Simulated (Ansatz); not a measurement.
The starting structures come from a database of crystals and need not be the phases stable at ambient conditions.

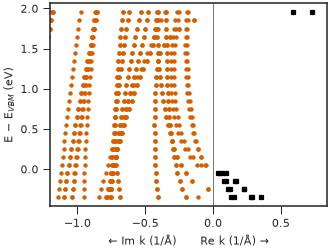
Complex bands at the centre of the two-dimensional zone; Ansatz (an electronic-structure program) with r2SCAN

The gap is the functional's own. No spin-orbit coupling. Mid-gap values are interpolated on the energy grid.

Task: This is RbYTe2 (P6_3/mmc, not sure to be the ambient phase, 8 atoms a cell, 37.6 Å³ an atom) along the normal of (101). Read off the slowest decay at the centre of the two-dimensional zone at 0.85 eV, the computed energy nearest the middle of the gap.

Result: κ ≈ 0.17 1/Å, a decay length 1/(2κ) of the density of 2.9 Å.
